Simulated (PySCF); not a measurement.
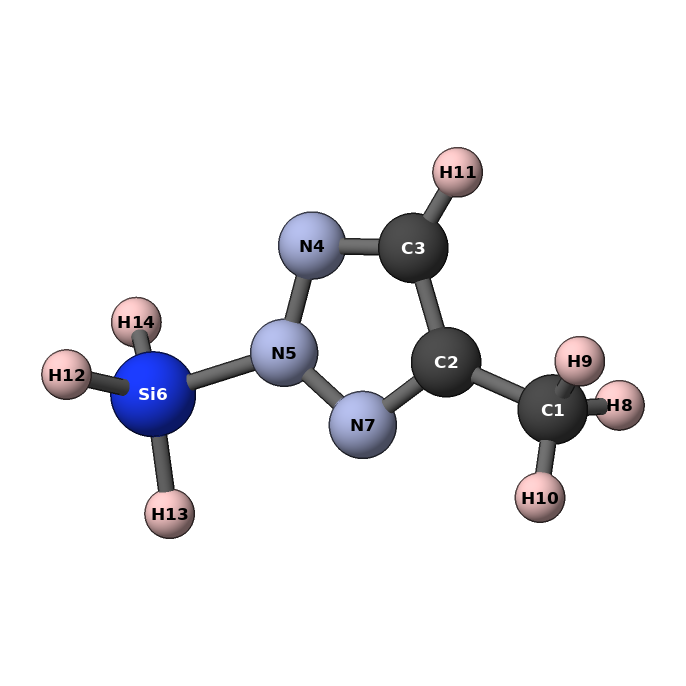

The geometry was computed by an optimisation with GFN2-xTB. No frequency run is at hand to confirm it as a minimum. Properties computed with GIAO PBE0/pcSseg-1 NMR shielding, non-relativistic, gas phase (PySCF 2.14.0). Principal shieldings σ11 ≤ σ22 ≤ σ33, span Ω = σ33 − σ11, skew κ = 3(σiso − σ22)/Ω.

Give the shielding tensors of the Si atoms.

| atom | σ11 | σ22 | σ33 | σiso | Ω | κ |
| --- | --- | --- | --- | --- | --- | --- |
| Si6 | 363.1 | 383.1 | 439.7 | 395.3 | 76.6 | 0.48 |

Shieldings and span in ppm.

The geometry is semi-empirical. Around Si such bond lengths and angles can be off by a tenth of an ångström or more and by several degrees, and values that hang on the shape move with them.
